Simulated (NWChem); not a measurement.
# CH3Cl (chloromethane): levels of theory compared

Aim: a comparison of 6 runs (HF/3-21G, wB97X/STO-3G, B3LYP/6-31G*, wB97X/def2-TZVP, MP2/6-31+G*, CCSD/def2-TZVPP) of CH3Cl (chloromethane). 

Program for the calculation: NWChem 7.3.0.

1 further run of the same task is left out (set aside as unsound or not needed).

## Step 1: The molecule

The species is CH3Cl (5 atoms), meant as a singlet with charge 0. SMILES: `CCl`. The coordinates come from a PBE0-D4/def2-TZVP relaxation.

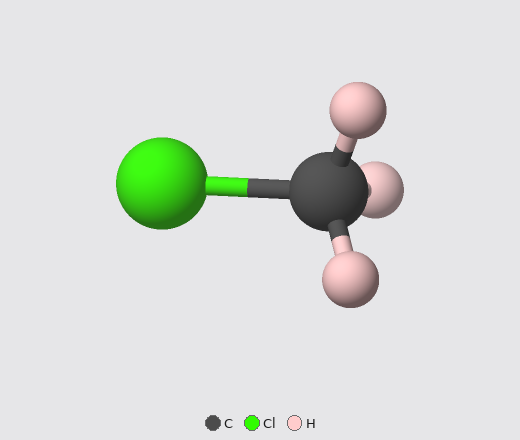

Viewed from a chosen angle; carbon dark grey, chlorine green, hydrogen pink.

## Step 2: Energy and gradient at HF/3-21G (run 1)

The input, run.py:

```python
from ase import Atoms
from ase.calculators.nwchem import NWChem

atoms = Atoms('CClHHH', positions=[
    [-0.120900, 0.010000, 0.051300],
    [1.469400, -0.290800, -0.672500],
    [-0.284800, -0.715400, 0.844700],
    [-0.880000, -0.097100, -0.720100],
    [-0.133800, 1.019700, 0.455100],
])

calc = NWChem(
    label='m1',
    theory='scf',
    memory='2200 mb',
    basis='3-21G',
    basispar='spherical bse',
    scf={'nopen': '0', 'rhf': None, 'thresh': '1e-08', 'maxiter': '80'},
)
atoms.calc = calc

forces = atoms.get_forces()
print("Total energy (eV):", round(atoms.get_potential_energy(), 6))
print("forces (eV/A):")
for s, f in zip(atoms.symbols, forces):
    print(f"{s:2s} {f[0]:10.5f} {f[1]:10.5f} {f[2]:10.5f}")
print("dipole (e A):", atoms.get_dipole_moment().round(4))
```

Run with:

```console
$ export ASE_NWCHEM_COMMAND="nwchem PREFIX.nwi > PREFIX.nwo"
$ python run.py
```

The program printed:

```text
Total energy (eV): -13515.473431
forces (eV/A):
C    -2.45587    0.46702    1.11478
Cl    2.06799   -0.39153   -0.94118
H     0.06937    0.29033   -0.31979
H     0.31013    0.04232    0.31018
H     0.00838   -0.40814   -0.16404
dipole (e A): [-0.4579  0.0866  0.2084]
```

The calculator wrote m1.nwi:

```
title "m1"

permanent_dir m1

scratch_dir m1

start m1

geometry units angstrom nocenter noautosym noautoz
  C  -1.2089999999999999e-01 1.0000000000000000e-02 5.1299999999999998e-02
  Cl 1.4694000000000000e+00 -2.9080000000000000e-01 -6.7249999999999999e-01
  H  -2.8480000000000000e-01 -7.1540000000000004e-01 8.4470000000000001e-01
  H  -8.8000000000000000e-01 -9.7100000000000006e-02 -7.2009999999999996e-01
  H  -1.3380000000000000e-01 1.0197000000000001e+00 4.5510000000000000e-01
end

memory 2200 mb

basis spherical bse noprint
   * library 3-21G
end

scf
  nopen 0
  rhf
  thresh 1e-08
  maxiter 80
end

task scf gradient
```

m1.nwo:

```text
Northwest Computational Chemistry Package (NWChem) 7.3.0
             --------------------------------------------------------

           Job information
           ---------------

    nwchem branch   = 7.3.0
    use scalapack   = T
    input           = m1.nwi
    prefix          = m1.
    data base       = m1/m1.db
    status          = startup
    nproc           =        1

           Memory information
           ------------------

    heap     =     72089596 doubles =      550.0 Mbytes
    stack    =     72089601 doubles =      550.0 Mbytes
    global   =    144179200 doubles =     1100.0 Mbytes (distinct from heap & stack)
    total    =    288358397 doubles =     2200.0 Mbytes
    verify   = yes
    hardfail = no

[... 127 lines left out ...]
 Convergence threshold     :          1.000E-08
[... 12 lines left out ...]
       Final RHF  results
[... 3 lines left out ...]
      One-electron energy =   -787.661559689398
[... 1 line left out ...]
 Nuclear repulsion energy =     51.538290886730
[... 31 lines left out ...]
                       ROHF Final Molecular Orbital Analysis
[... 204 lines left out ...]
    atom               coordinates                        gradient
                 x          y          z           x          y          z
   1 C      -0.228468   0.018897   0.096943    0.047759  -0.009082  -0.021679
   2 Cl      2.776763  -0.549532  -1.270841   -0.040216   0.007614   0.018303
   3 H      -0.538194  -1.351910   1.596252   -0.001349  -0.005646   0.006219
   4 H      -1.662959  -0.183492  -1.360792   -0.006031  -0.000823  -0.006032
   5 H      -0.252845   1.926954   0.860014   -0.000163   0.007937   0.003190

                 ----------------------------------------
                 |  Time  |  1-e(secs)   |  2-e(secs)   |
                 ----------------------------------------
                 |  CPU   |       0.00   |       0.06   |
                 ----------------------------------------
                 |  WALL  |       0.00   |       0.06   |
                 ----------------------------------------

 Task  times  cpu:        0.3s     wall:        0.3s
 Total times  cpu:        0.3s     wall:        0.3s
```

Wall time 1.1 s (1 thread of AMD EPYC 9R45 (Zen 5), shared host); peak memory 0.099 GiB.

## Step 3: Energy and gradient at wB97X/STO-3G (run 2)

The input, run.py:

```python
from ase import Atoms
from ase.calculators.nwchem import NWChem

atoms = Atoms(['C', 'Cl', 'H', 'H', 'H'], positions=[
    [-0.120900, 0.010000, 0.051300],
    [1.469400, -0.290800, -0.672500],
    [-0.284800, -0.715400, 0.844700],
    [-0.880000, -0.097100, -0.720100],
    [-0.133800, 1.019700, 0.455100],
])

calc = NWChem(
    label='mymol',
    theory='dft',
    memory='2200 mb',
    basis='STO-3G',
    basispar='spherical bse',
    dft={'xc': 'wb97x', 'mult': '1', 'grid': 'xfine', 'convergence': 'energy 1e-08', 'iterations': '100', 'mulliken': None, 'print': 'low'},
)
atoms.calc = calc

forces = atoms.get_forces()
e = atoms.get_potential_energy()
print(f"E = {e:.6f} eV")
print("forces (eV/A):")
for s, f in zip(atoms.symbols, forces):
    print(f"{s:2s} {f[0]:10.5f} {f[1]:10.5f} {f[2]:10.5f}")
```

Run with:

```console
$ export ASE_NWCHEM_COMMAND="nwchem PREFIX.nwi > PREFIX.nwo"
$ python run.py
```

The program printed:

```text
E = -13459.435082 eV
forces (eV/A):
C    -0.48162    0.09400    0.21551
Cl    1.17093   -0.22183   -0.53284
H    -0.16455   -0.30617    0.39554
H    -0.42716   -0.03034   -0.29923
H    -0.09755    0.46434    0.22101
```

The calculator wrote mymol.nwi:

```
title "mymol"

permanent_dir mymol

scratch_dir mymol

start mymol

geometry units angstrom nocenter noautosym noautoz
  C  -1.2089999999999999e-01 1.0000000000000000e-02 5.1299999999999998e-02
  Cl 1.4694000000000000e+00 -2.9080000000000000e-01 -6.7249999999999999e-01
  H  -2.8480000000000000e-01 -7.1540000000000004e-01 8.4470000000000001e-01
  H  -8.8000000000000000e-01 -9.7100000000000006e-02 -7.2009999999999996e-01
  H  -1.3380000000000000e-01 1.0197000000000001e+00 4.5510000000000000e-01
end

memory 2200 mb

basis spherical bse noprint
   * library STO-3G
end

dft
  xc wb97x
  mult 1
  grid xfine
  convergence energy 1e-08
  iterations 100
  mulliken
  print low
end

task dft gradient
```

mymol.nwo:

```text
Northwest Computational Chemistry Package (NWChem) 7.3.0
             --------------------------------------------------------

           Job information
           ---------------

    nwchem branch   = 7.3.0
    use scalapack   = T
    input           = mymol.nwi
    prefix          = mymol.
    data base       = mymol/mymol.db
    status          = startup
    nproc           =        1

           Memory information
           ------------------

    heap     =     72089594 doubles =      550.0 Mbytes
    stack    =     72089599 doubles =      550.0 Mbytes
    global   =    144179200 doubles =     1100.0 Mbytes (distinct from heap & stack)
    total    =    288358393 doubles =     2200.0 Mbytes
    verify   = yes
    hardfail = no

[... 37 lines left out ...]
            Nuclear Dipole moment (a.u.)
[... 69 lines left out ...]
   convergence    iter        energy       DeltaE   RMS-Dens  Diis-err    time
[... 8 lines left out ...]
         Total DFT energy =     -494.625120170941
      One electron energy =     -784.525402347997
           Coulomb energy =      273.092215311999
    Exchange-Corr. energy =      -34.730224021674
 Nuclear repulsion energy =       51.538290886730
[... 33 lines left out ...]
                         DFT ENERGY GRADIENTS

    atom               coordinates                        gradient
                 x          y          z           x          y          z
   1 C      -0.228468   0.018897   0.096943    0.009366  -0.001828  -0.004191
   2 Cl      2.776763  -0.549532  -1.270841   -0.022771   0.004314   0.010362
   3 H      -0.538194  -1.351910   1.596252    0.003200   0.005954  -0.007692
   4 H      -1.662959  -0.183492  -1.360792    0.008307   0.000590   0.005819
   5 H      -0.252845   1.926954   0.860014    0.001897  -0.009030  -0.004298

 Task  times  cpu:        4.3s     wall:        4.3s
 Total times  cpu:        4.3s     wall:        4.3s
```

Run time: 5.1 s. Hardware: 1 thread of AMD EPYC 9R45 (Zen 5), shared host; peak memory 0.12 GiB.

Runs 3 to 5 aren't shown in full; the table further down has their settings and results.

## Step 4: The energy at CCSD/def2-TZVPP (run 6)

The input, run.py:

```python
from ase import Atoms
from ase.calculators.nwchem import NWChem

molecule = Atoms(['C', 'Cl', 'H', 'H', 'H'], positions=[
    [-0.120900, 0.010000, 0.051300],
    [1.469400, -0.290800, -0.672500],
    [-0.284800, -0.715400, 0.844700],
    [-0.880000, -0.097100, -0.720100],
    [-0.133800, 1.019700, 0.455100],
])

calc = NWChem(
    label='mol',
    theory='ccsd',
    memory='2200 mb',
    basis='def2-TZVPP',
    basispar='spherical bse',
    scf={'nopen': '0', 'rhf': None, 'thresh': '1e-08', 'maxiter': '80'},
    ccsd={'freeze': 'core 6', 'maxiter': '60'},
    task='energy',
)
molecule.calc = calc

print(f"energy = {molecule.get_potential_energy():.6f} eV")
```

Run with:

```console
$ export ASE_NWCHEM_COMMAND="nwchem PREFIX.nwi > PREFIX.nwo"
$ python run.py
```

The program printed:

```text
energy = -13593.316021 eV
```

The calculator wrote mol.nwi:

```
title "mol"

permanent_dir mol

scratch_dir mol

start mol

geometry units angstrom nocenter noautosym noautoz
  C  -1.2089999999999999e-01 1.0000000000000000e-02 5.1299999999999998e-02
  Cl 1.4694000000000000e+00 -2.9080000000000000e-01 -6.7249999999999999e-01
  H  -2.8480000000000000e-01 -7.1540000000000004e-01 8.4470000000000001e-01
  H  -8.8000000000000000e-01 -9.7100000000000006e-02 -7.2009999999999996e-01
  H  -1.3380000000000000e-01 1.0197000000000001e+00 4.5510000000000000e-01
end

memory 2200 mb

basis spherical bse noprint
   * library def2-TZVPP
end

scf
  nopen 0
  rhf
  thresh 1e-08
  maxiter 80
end
ccsd
  freeze core 6
  maxiter 60
end

task ccsd energy
```

mol.nwo:

```text
Northwest Computational Chemistry Package (NWChem) 7.3.0
             --------------------------------------------------------

           Job information
           ---------------

    nwchem branch   = 7.3.0
    use scalapack   = T
    input           = mol.nwi
    prefix          = mol.
    data base       = mol/mol.db
    status          = startup
    nproc           =        1

           Memory information
           ------------------

    heap     =     72089596 doubles =      550.0 Mbytes
    stack    =     72089601 doubles =      550.0 Mbytes
    global   =    144179200 doubles =     1100.0 Mbytes (distinct from heap & stack)
    total    =    288358397 doubles =     2200.0 Mbytes
    verify   = yes
    hardfail = no

[... 125 lines left out ...]
         Quadratically convergent ROHF
[... 14 lines left out ...]
       Final RHF  results
[... 4 lines left out ...]
      Two-electron energy =    239.899339802920
[... 32 lines left out ...]
                       ROHF Final Molecular Orbital Analysis
[... 206 lines left out ...]
 Total MP2 energy:           -499.514014643141650
[... 21 lines left out ...]
  Failed reading restart vector from mol/mol.t2
[... 3 lines left out ...]
             energy      energy      error      ampl     ampl      Block
[... 6 lines left out ...]
                  *************converged*************
[... 6 lines left out ...]
 Total CCSD energy:           -499.545153953173269
[... 1 line left out ...]
 --------------------------------
 Spin Component Scaled (SCS) CCSD
 --------------------------------
 Same spin contribution:                 -0.079863218979099
 Same spin scaling factor:                1.130000000000000
 Opposite spin contribution:             -0.324337341799911
 Opposite spin scaling fact.:             1.270000000000000
 SCS-CCSD correlation energy:            -0.502153861532269
 Total SCS-CCSD energy:                -499.643107253926530

 routine      calls  cpu(0)   cpu-min  cpu-ave  cpu-max   i/o
 aoccsd          1     0.01     0.01     0.01     0.01    0.00
 iterdrv         1     0.01     0.01     0.01     0.01    0.00
 pampt          11     0.04     0.04     0.04     0.04    0.00
[... 9 lines of this table left out ...]
 Total                81.42    81.42    81.42    81.42    0.00

 Task  times  cpu:       95.6s     wall:       95.6s
 Total times  cpu:       95.6s     wall:       95.6s
```

Wall time 97 s (1 thread of AMD EPYC 9R45 (Zen 5), shared host); peak memory 0.19 GiB.

## Step 5: Overview of the runs

```tsv
run	level	iteration cap	module	energy (Eh)	dipole moment (D)	HOMO energy (eV)	LUMO energy (eV)	wall time
1	HF/3-21G	80	scf	-496.684492	2.45	-11.89	5.63	1.1 s
2	wB97X/STO-3G	100	dft	-494.625120	–	–	–	5.1 s
3	B3LYP/6-31G* (spherical functions)	100	dft	-500.104043	2.01	-8.05	0.98	4.8 s
4	wB97X/def2-TZVP	100	dft	-500.124397	1.95	-10.91	3.11	38 s
5	MP2/6-31+G* (spherical functions)	80	mp2	-499.352882	2.10	–	–	5.1 s
6	CCSD/def2-TZVPP	80	ccsd	-499.545154	–	-11.81	3.89	97 s
```

## Step 6: Outcome

| quantity | value |
| --- | --- |
| run 6: total energy | -499.54515 Eh |
| run 6: HOMO energy (Hartree–Fock orbitals) | -11.81 eV |
| run 6: LUMO energy (Hartree–Fock orbitals) | 3.89 eV |
| run 6: HOMO–LUMO gap (Hartree–Fock orbitals) | 15.70 eV |
| run 6: correlation energy (6 core orbitals frozen) | -404.2 mEh |

What this shows: Over runs 1, 3, 4, 5 the dipole moment (its size) runs from 1.95 D (wB97X/def2-TZVP) to 2.45 D (HF/3-21G). The two ends differ in method and basis. Over runs 1, 3, 4 the HOMO–LUMO gap runs from 9.03 eV (B3LYP/6-31G*) to 17.52 eV (HF/3-21G). Totals of different functionals can't be ranked against each other. In run 2 the basis is minimal, so the values are rough. All runs together took 2.5 min, the longest 97 s.
